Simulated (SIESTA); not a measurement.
Band structure of OsRu3 (P6_3/mmc, 8 atoms in the cell).

```
OsRu3
1.0
    5.43042     0.00000     0.00000
   -2.71521     4.70288     0.00000
    0.00000     0.00000     4.29098
Ru Os
6 2
Direct
  0.83256   0.16744   0.75000
  0.16744   0.83256   0.25000
  0.66512   0.83256   0.25000
  0.33488   0.16744   0.75000
  0.83256   0.66512   0.75000
  0.16744   0.33488   0.25000
  0.66667   0.33333   0.25000
  0.33333   0.66667   0.75000
```

Level of theory: SIESTA with GGA PBEsol, numerical atomic orbitals DZP, PseudoDojo PBEsol standard norm-conserving potentials (rewritten from UPF to PSML).

Settings: XC.functional = GGA; XC.authors = PBEsol; potentials = PseudoDojo PBEsol standard; PAO.BasisSize = DZP; PAO.EnergyShift = 0.005 Ry; MeshCutoff = 400 Ry; kgrid.MonkhorstPack = 4 4 5; OccupationFunction = FD; ElectronicTemperature = 1578.21 K; MaxSCFIterations = 150; SCF.Mixer.Method = Pulay; SCF.Mixer.Weight = 0.25; SCF.Mixer.History = 8; SCF.DM.Tolerance = 1.0E-04.

The starting cell comes from a database of computed structures (which also holds hypothetical and non-ambient phases and stackings), without a prior relaxation at this level. Spin-orbit coupling is off. Spin polarisation is off. Values carry the incompleteness of an atom-centred basis.

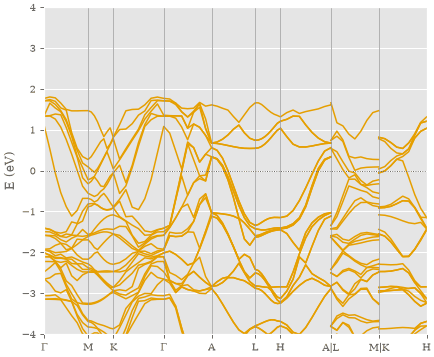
Figure. Bands along the path, energies from the Fermi level.

Levels in eV from the Fermi level, bands 61 to 66:
```tsv
point	61	62	63	64	65	66
Γ	-1.41	-1.41	1.08	1.33	1.33	1.36
M	-0.88	-0.82	-0.68	-0.55	-0.32	-0.22
K	-0.91	-0.91	-0.89	-0.06	-0.06	0.04
A	0.34	0.34	0.56	0.56	0.67	0.67
L	-1.42	-1.42	-1.34	-1.34	0.55	0.55
H	-1.40	-1.40	-1.15	-1.15	1.04	1.04
```

Bands cross the Fermi level along this path, so the cell is metallic at this level.

Higher empty bands are left out: an atom-centred basis made for the valence describes them poorly.
